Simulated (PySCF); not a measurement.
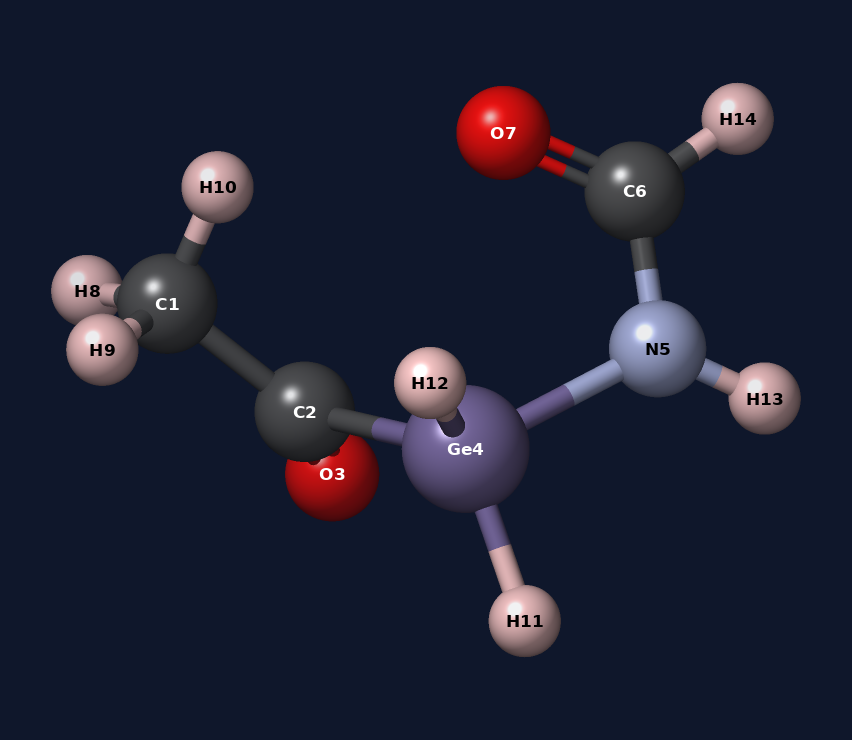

Computed geometry: GFN2-xTB optimisation. No frequency run is at hand to confirm it as a minimum. Electric field gradients from the ground-state density, B3LYP/pcJ-1 (pcSseg-1 on Ge) (PySCF 2.14.0), non-relativistic apart from any core potentials.

Give the largest field-gradient component, the quadrupole coupling constant and the asymmetry for 17O at O3 (Q = −25.6 mb), 73Ge at Ge4 (Q = −196 mb), 14N at N5 (Q = 20.44 mb), 17O at O7 (Q = −25.6 mb).

| atom | V_zz (a.u.) | e²qQ/h (MHz) | η |
| --- | --- | --- | --- |
| O3 | −1.890 | 11.37 | 0.59 |
| Ge4 | 1.497 | −68.9 | 0.20 |
| N5 | −0.676 | −3.25 | 0.42 |
| O7 | −1.430 | 8.60 | 0.08 |

The geometry is semi-empirical. Around Ge such bond lengths and angles can be off by a tenth of an ångström or more and by several degrees, and values that hang on the shape move with them.
